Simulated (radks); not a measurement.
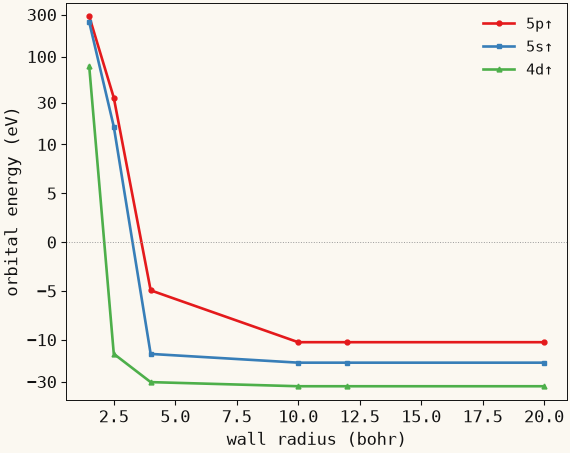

The tin ion Sn⁺ in the configuration [Kr] 4d10 5s2 5p1 (high spin). It is put inside a hard spherical wall of varying radius. Method: scalar-relativistic Kohn-Sham, PBEsol, spin-polarised, spherical densities, finite nucleus; computed with the in-house radial solver radks. The plot shows the outer orbital energies (spin up), on a scale that is linear within ±10 eV and logarithmic beyond.

### How do the levels move, and do any cross?

The levels rise as the wall closes in: 5p↑ goes from −10.7 eV at 20 bohr to 287.4 eV at 1.5 bohr and passes zero between 4 and 2.5 bohr. No two of the levels drawn cross. The fastest to rise is 5p↑ (by 298.1 eV), the slowest 4d↑ (by 111.6 eV): the wall presses hardest on the most extended orbitals.
